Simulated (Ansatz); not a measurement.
## CH$_{5}$GeNO: geometry relaxation

System: CH$_{5}$GeNO, SMILES C[O][Ge][NH2].
Method: RKS PBE0-D4/def2-TZVP (Ansatz 0.2.0).

The geometry: PBE-D4/def2-SVP start. Figures and captions count atoms from 1; the log counts them from 0 in places.

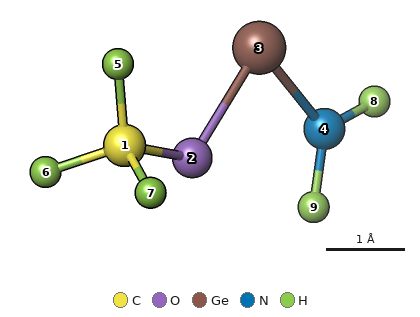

*The input geometry (ball-and-stick view, seen at a tilt; atoms are numbered from 1 in the order of the input). Sticks mark near contacts.*

Bond lengths as drawn: C–H 1.11 to 1.12 Å, C–O 1.41 Å, Ge–N 1.83 Å, Ge–O 1.83 Å and H–N 1.02 to 1.03 Å.

Results in brief

```json
{"quantity": "outcome", "value": "converged"}
{"quantity": "total energy", "value": "−61164.2101 eV"}
{"quantity": "mean-field energy", "value": "−61164.0749 eV"}
{"quantity": "dispersion energy", "value": "−0.1352 eV"}
{"quantity": "SCF solution under orbital rotations", "value": "stable"}
{"quantity": "largest force (length of the vector) at the end", "value": "under 0.001 eV/Å"}
{"quantity": "dipole moment", "value": "0.61 D"}
{"quantity": "hardware", "value": "4 threads of Arm Neoverse V1, 23 GiB of memory available, shared host"}
{"quantity": "wall time", "value": "20 s (CPU time 72 s)"}
{"quantity": "peak memory", "value": "0.4 GiB"}
```

The input
```yaml
crystal:
  periodic: [false, false, false]
  atoms:
    - {symbol: C, position_ang: [0.388559, 1.152107, -1.251568]}
    - {symbol: O, position_ang: [0.030249, 0.436616, -0.092334]}
    - {symbol: Ge, position_ang: [0.054059, -1.392453, -0.056611]}
    - {symbol: N, position_ang: [-0.504851, -1.448289, 1.687031]}
    - {symbol: H, position_ang: [0.693190, 0.499034, -2.106017]}
    - {symbol: H, position_ang: [-0.462050, 1.780805, -1.602204]}
    - {symbol: H, position_ang: [1.240482, 1.838016, -1.038833]}
    - {symbol: H, position_ang: [-0.655997, -2.311638, 2.212232]}
    - {symbol: H, position_ang: [-0.695141, -0.600498, 2.231204]}
basis:
  gaussian: {orbitals: def2-TZVP}
hamiltonian: {xc: pbe0, dispersion: d4}
relax: {f_tol: 0.005, max_steps: 150}
```

Command:
```bash
ansatz run in.yaml --threads 4 --pin off --events-out ev --progress --plain --max-ram 10444MiB
```

The program's output
```
Functional definition: PBE0
  name "PBE0"
  cite "Adamo & Barone, J. Chem. Phys. 110, 6158 (1999) doi:10.1063/1.478522"
  cite "Perdew, Burke & Ernzerhof, Phys. Rev. Lett. 77, 3865 (1996) doi:10.1103/PhysRevLett.77.3865"
  parent pbe
  parameter a = 0.25
  parameter kappa = 0.804
  parameter beta = 0.06672455060314922
  exchange = (1 - a)*pbe_x(kappa = kappa, mu = beta*pi^2/3) + a*exact_x
  correlation = pbe_c(beta = beta)
1107 factors; their error is unknown
mean field evaluation 1: about -61151.6747 eV, gradient 7.9e1 eV
mean field evaluation 2: about -61115.6056 eV, gradient 1.4e2 eV
mean field evaluation 4: about -61163.6104 eV, gradient 8.8e0 eV
mean field evaluation 8: about -61163.7572 eV, gradient 1.9e-1 eV
mean field evaluation 16: about -61164.0290 eV, gradient 7.3e-5 eV
mean field -61164.02902163 eV, -2247.7366080768 hartree, gradient 2.0e-5 eV, S^2 0.000000; 0 other end points of the search recorded, 0 dependent functions left out
the calculation of the forces begins
reference -61164.02904999 eV, -2247.7366091192 hartree; 29, 29 occupied and 142, 142 virtual orbitals, 1107 factors
relax step   1: F+E_penalty+E_count = -61164.16329837 eV  Δ(F+E_penalty+E_count) = +0.000e0 eV  max|allowed force component| = 6.558e-1 eV/Å  Δτ_max = 0.0000 Å  (29 SCF iters, accepted)
these checks for a lower state are left out or cut short: starts, cluster_reference, orbital_swaps, neighbouring_geometries, increment
1107 factors; their error is unknown
mean field -61164.06951617 eV, -2247.7380962238 hartree, gradient 2.7e-5 eV, S^2 0.000000; 0 other end points of the search recorded, 0 dependent functions left out
the calculation of the forces begins
reference -61164.06954419 eV, -2247.7380972537 hartree; 29, 29 occupied and 142, 142 virtual orbitals, 1107 factors
relax step   2: F+E_penalty+E_count = -61164.20447671 eV  Δ(F+E_penalty+E_count) = -4.118e-2 eV  max|allowed force component| = 3.222e-1 eV/Å  Δτ_max = 0.0298 Å  (33 SCF iters, accepted)
these checks for a lower state are left out or cut short: starts, cluster_reference, orbital_swaps, neighbouring_geometries, increment
1107 factors; their error is unknown
mean field evaluation 32: about -61164.0747 eV, gradient 2.7e-5 eV
mean field -61164.07472806 eV, -2247.7382877572 hartree, gradient 2.7e-5 eV, S^2 0.000000; 0 other end points of the search recorded, 0 dependent functions left out
the calculation of the forces begins
reference -61164.07475589 eV, -2247.7382887800 hartree; 29, 29 occupied and 142, 142 virtual orbitals, 1107 factors
relax step   3: F+E_penalty+E_count = -61164.20999813 eV  Δ(F+E_penalty+E_count) = -5.521e-3 eV  max|allowed force component| = 4.124e-2 eV/Å  Δτ_max = 0.0153 Å  (33 SCF iters, accepted)
these checks for a lower state are left out or cut short: starts, cluster_reference, orbital_swaps, neighbouring_geometries, increment
1107 factors; their error is unknown
mean field -61164.07480107 eV, -2247.7382904403 hartree, gradient 2.6e-5 eV, S^2 0.000000; 0 other end points of the search recorded, 0 dependent functions left out
the calculation of the forces begins
reference -61164.07482890 eV, -2247.7382914630 hartree; 29, 29 occupied and 142, 142 virtual orbitals, 1107 factors
relax step   4: F+E_penalty+E_count = -61164.21006262 eV  Δ(F+E_penalty+E_count) = -6.449e-5 eV  max|allowed force component| = 2.342e-2 eV/Å  Δτ_max = 0.0070 Å  (34 SCF iters, accepted)
these checks for a lower state are left out or cut short: starts, cluster_reference, orbital_swaps, neighbouring_geometries, increment
1107 factors; their error is unknown
mean field -61164.07486141 eV, -2247.7382926578 hartree, gradient 2.6e-5 eV, S^2 0.000000; 0 other end points of the search recorded, 0 dependent functions left out
the calculation of the forces begins
reference -61164.07488923 eV, -2247.7382936803 hartree; 29, 29 occupied and 142, 142 virtual orbitals, 1107 factors
relax step   5: F+E_penalty+E_count = -61164.21010182 eV  Δ(F+E_penalty+E_count) = -3.920e-5 eV  max|allowed force component| = 8.738e-3 eV/Å  Δτ_max = 0.0033 Å  (34 SCF iters, accepted)
these checks for a lower state are left out or cut short: starts, cluster_reference, orbital_swaps, neighbouring_geometries, increment
1107 factors; their error is unknown
mean field -61164.07487635 eV, -2247.7382932070 hartree, gradient 2.6e-5 eV, S^2 0.000000; 0 other end points of the search recorded, 0 dependent functions left out
the calculation of the forces begins
reference -61164.07490418 eV, -2247.7382942295 hartree; 29, 29 occupied and 142, 142 virtual orbitals, 1107 factors
relax step   6: F+E_penalty+E_count = -61164.21010848 eV  Δ(F+E_penalty+E_count) = -6.662e-6 eV  max|allowed force component| = 5.071e-3 eV/Å  Δτ_max = 0.0010 Å  (33 SCF iters, accepted)
these checks for a lower state are left out or cut short: starts, cluster_reference, orbital_swaps, neighbouring_geometries, increment
1107 factors; their error is unknown
mean field -61164.07488449 eV, -2247.7382935059 hartree, gradient 2.6e-5 eV, S^2 0.000000; 0 other end points of the search recorded, 0 dependent functions left out
the calculation of the forces begins
reference -61164.07491231 eV, -2247.7382945284 hartree; 29, 29 occupied and 142, 142 virtual orbitals, 1107 factors
relax step   7: F+E_penalty+E_count = -61164.21011431 eV  Δ(F+E_penalty+E_count) = -5.826e-6 eV  max|allowed force component| = 4.702e-4 eV/Å  Δτ_max = 0.0021 Å  (33 SCF iters, accepted)
1107 factors; their error is unknown
mean field evaluation 64: about -61164.0749 eV, gradient 1.1e-4 eV
```

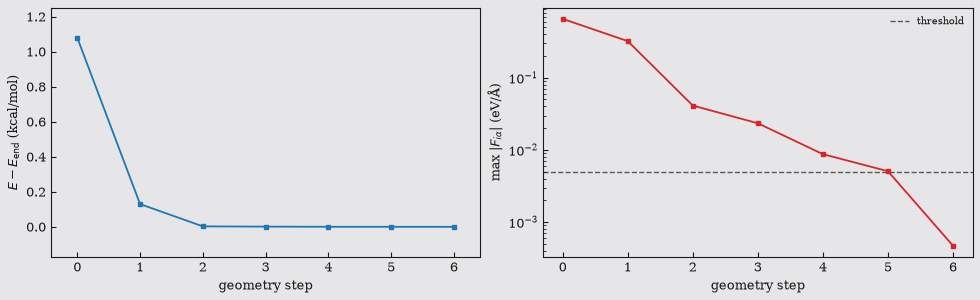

*Progress of the relaxation, step by step (the first geometry is step 0 here and step 1 in the log).*

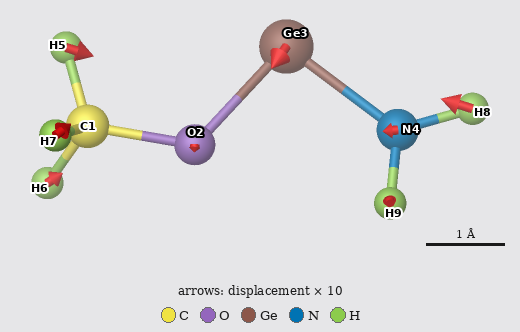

*The starting structure with the displacements as red arrows, magnified 10 times (ball-and-stick view, seen at a tilt). The two geometries are laid on each other by the best rigid fit.*

The energy falls by 1.08 kcal/mol in 6 geometry steps. Largest force component: 0.66 eV/Å at the start, 0.00047 eV/Å at the end. H8 moves most after the best rigid fit: 0.044 Å. Largest moves by element: H 0.044 Å, Ge 0.041 Å, N 0.020 Å, O 0.010 Å, C 0.007 Å. Among the contacts that change: O2–Ge3 1.830 → 1.798 Å, Ge3–N4 1.832 → 1.812 Å, C1–H6 1.114 → 1.095 Å, C1–H5 1.118 → 1.099 Å. (Atoms are counted from 1 in the order of the input.)

```
mean field -61164.07488449 eV, -2247.7382935059 hartree, gradient 2.7e-5 eV, S^2 0.000000; 1 other end points of the search recorded, 0 dependent functions left out
the calculation of the forces begins
reference -61164.07491231 eV, -2247.7382945284 hartree; 29, 29 occupied and 142, 142 virtual orbitals, 1107 factors
Total energy: -61164.21014213 eV, -2247.7432641327 hartree
Atom 0 at     0.387044     1.145658    -1.248396 Å, force    -0.000094     0.000064     0.000470 eV/Å
Atom 1 at     0.026578     0.444569    -0.087166 Å, force    -0.000176    -0.000187     0.000142 eV/Å
Atom 2 at     0.058996    -1.352683    -0.047933 Å, force     0.000284     0.000244    -0.000268 eV/Å
Atom 3 at    -0.500421    -1.433423     1.674013 Å, force    -0.000041    -0.000077     0.000193 eV/Å
Atom 4 at     0.677016     0.482365    -2.075491 Å, force    -0.000114    -0.000258    -0.000190 eV/Å
Atom 5 at    -0.451879     1.761325    -1.589679 Å, force     0.000198     0.000253    -0.000191 eV/Å
Atom 6 at     1.232354     1.809214    -1.037631 Å, force     0.000027    -0.000137    -0.000194 eV/Å
Atom 7 at    -0.642021    -2.294445     2.174760 Å, force     0.000199    -0.000017    -0.000240 eV/Å
Atom 8 at    -0.699167    -0.608880     2.220422 Å, force    -0.000282     0.000115     0.000278 eV/Å
Dipole moment:    -0.021036    -0.102251     0.072201 e Å
```

Trajectory as extended XYZ (Å, eV, eV/Å), 7 frames, from step=1 to step=7
```
9
Properties=species:S:1:pos:R:3:forces:R:3 step=1 energy=-61164.16330
C     0.3886    1.1521   -1.2516    0.1026   0.2461  -0.3394
O     0.0302    0.4366   -0.0923    0.0946  -0.4063  -0.2712
Ge    0.0541   -1.3925   -0.0566   -0.1513   0.6558   0.4358
N    -0.5049   -1.4483    1.6870   -0.0826   0.0015   0.2612
H     0.6932    0.4990   -2.1060   -0.1661   0.2671   0.4737
H    -0.4621    1.7808   -1.6022    0.3988  -0.3671   0.2282
H     1.2405    1.8380   -1.0388   -0.4320  -0.3964  -0.0478
H    -0.6560   -2.3116    2.2122    0.1036   0.5754  -0.3593
H    -0.6951   -0.6005    2.2312    0.1324  -0.5761  -0.3812
9
Properties=species:S:1:pos:R:3:forces:R:3 step=2 energy=-61164.20448
C     0.3871    1.1472   -1.2471    0.0509   0.1169  -0.1627
O     0.0291    0.4458   -0.0865    0.0123  -0.3007  -0.0268
Ge    0.0548   -1.3670   -0.0546   -0.0617   0.3222   0.1783
N    -0.5009   -1.4387    1.6762   -0.0094  -0.0027   0.0251
H     0.6836    0.4859   -2.0811   -0.0512   0.0872   0.1445
H    -0.4565    1.7640   -1.5940    0.1316  -0.1072   0.0681
H     1.2336    1.8194   -1.0373   -0.1388  -0.1164  -0.0225
H    -0.6482   -2.2970    2.1877    0.0295   0.1383  -0.1012
H    -0.6939   -0.6060    2.2196    0.0368  -0.1376  -0.1027
9
Properties=species:S:1:pos:R:3:forces:R:3 step=3 energy=-61164.21000
C     0.3868    1.1448   -1.2465    0.0139   0.0347  -0.0412
O     0.0276    0.4459   -0.0852   -0.0073  -0.0367   0.0246
Ge    0.0548   -1.3523   -0.0503    0.0005   0.0008  -0.0064
N    -0.5010   -1.4347    1.6723   -0.0011   0.0116   0.0098
H     0.6809    0.4823   -2.0727   -0.0012  -0.0114   0.0030
H    -0.4528    1.7572   -1.5919   -0.0097   0.0021   0.0034
H     1.2291    1.8123   -1.0372    0.0065   0.0023   0.0072
H    -0.6457   -2.2935    2.1757    0.0036  -0.0098  -0.0063
H    -0.6913   -0.6083    2.2187   -0.0052   0.0063   0.0059
9
Properties=species:S:1:pos:R:3:forces:R:3 step=4 energy=-61164.21006
C     0.3872    1.1452   -1.2469    0.0063   0.0169  -0.0234
O     0.0286    0.4448   -0.0855   -0.0067  -0.0113   0.0110
Ge    0.0545   -1.3528   -0.0505    0.0049  -0.0053   0.0012
N    -0.4999   -1.4341    1.6729   -0.0049   0.0111   0.0063
H     0.6787    0.4821   -2.0738   -0.0008  -0.0024   0.0016
H    -0.4525    1.7591   -1.5897   -0.0012  -0.0006   0.0030
H     1.2312    1.8108   -1.0374   -0.0001  -0.0013   0.0031
H    -0.6412   -2.2934    2.1766   -0.0010  -0.0057  -0.0053
H    -0.6981   -0.6080    2.2173    0.0035  -0.0016   0.0025
9
Properties=species:S:1:pos:R:3:forces:R:3 step=5 energy=-61164.21010
C     0.3871    1.1456   -1.2479    0.0021  -0.0017  -0.0008
O     0.0285    0.4441   -0.0863   -0.0016   0.0069  -0.0024
Ge    0.0572   -1.3531   -0.0492    0.0000  -0.0058   0.0020
N    -0.5000   -1.4338    1.6736   -0.0019   0.0087   0.0026
H     0.6786    0.4823   -2.0746   -0.0008   0.0033   0.0006
H    -0.4532    1.7594   -1.5897    0.0032  -0.0024   0.0025
H     1.2311    1.8111   -1.0374   -0.0032  -0.0023  -0.0010
H    -0.6442   -2.2939    2.1752    0.0015  -0.0013  -0.0023
H    -0.6965   -0.6080    2.2192    0.0006  -0.0056  -0.0013
9
Properties=species:S:1:pos:R:3:forces:R:3 step=6 energy=-61164.21011
C     0.3872    1.1457   -1.2482   -0.0007  -0.0029   0.0034
O     0.0280    0.4443   -0.0867   -0.0005   0.0036  -0.0023
Ge    0.0573   -1.3530   -0.0488    0.0006  -0.0029   0.0003
N    -0.5005   -1.4337    1.6738   -0.0003   0.0051   0.0000
H     0.6784    0.4825   -2.0750   -0.0002   0.0010  -0.0002
H    -0.4528    1.7598   -1.5898    0.0009  -0.0002   0.0002
H     1.2313    1.8107   -1.0375   -0.0002  -0.0005  -0.0008
H    -0.6433   -2.2942    2.1751    0.0006  -0.0009  -0.0012
H    -0.6972   -0.6084    2.2199   -0.0002  -0.0023   0.0006
9
Properties=species:S:1:pos:R:3:forces:R:3 step=7 energy=-61164.21011
C     0.3870    1.1457   -1.2484   -0.0001   0.0001   0.0005
O     0.0266    0.4446   -0.0872   -0.0002  -0.0002   0.0001
Ge    0.0590   -1.3527   -0.0479    0.0003   0.0002  -0.0003
N    -0.5004   -1.4334    1.6740    0.0000  -0.0001   0.0002
H     0.6770    0.4824   -2.0755   -0.0001  -0.0003  -0.0002
H    -0.4519    1.7613   -1.5897    0.0002   0.0003  -0.0002
H     1.2324    1.8092   -1.0376    0.0000  -0.0001  -0.0002
H    -0.6420   -2.2944    2.1748    0.0002   0.0000  -0.0002
H    -0.6992   -0.6089    2.2204   -0.0003   0.0001   0.0003
```

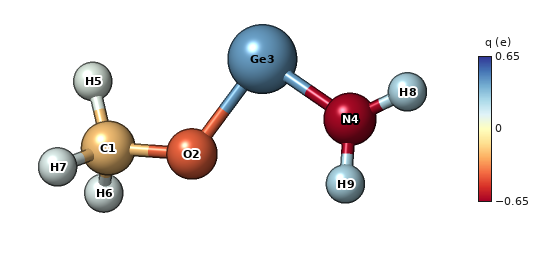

*Mulliken charges, as the colour of each atom (ball-and-stick view, seen at a tilt; atoms are numbered from 1 in the order of the input).*

By element: C −0.20, O −0.40, Ge +0.41, N −0.62 and H +0.10 to +0.24 e.
